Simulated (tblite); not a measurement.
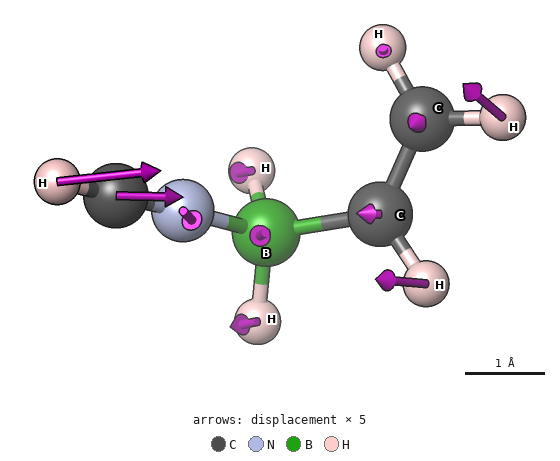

A relaxation of C3H6BN. The starting structure is drawn; purple arrows show the displacements, magnified 5 times. The two geometries are superimposed by the best rigid fit.

A ball-and-stick model, seen from a free direction.

All numbers below come from GFN2-xTB geometry optimisation, gas phase in tblite. 

> Atoms of which element are displaced furthest, and by how much?

Hydrogen: up to 0.27 Å, against 0.17 Å for carbon.

> What did the optimiser do to the structure, and how much energy did it gain?

An H atom moves most after the best rigid fit: 0.27 Å. Largest moves by element: H 0.27 Å, C 0.17 Å, N 0.12 Å, B 0.12 Å. Some distances before and after: B–N 1.496 → 1.450 Å, B–C 1.587 → 1.621 Å, C–H 1.108 → 1.082 Å, C–N 1.165 → 1.149 Å. Bond angles that change, for instance: C–C–H 115.5° → 123.0°, N–B–C 110.8° → 103.7°, H–C–H 120.7° → 115.3°. Over 49 geometry steps the energy falls by 3.93 kcal/mol.
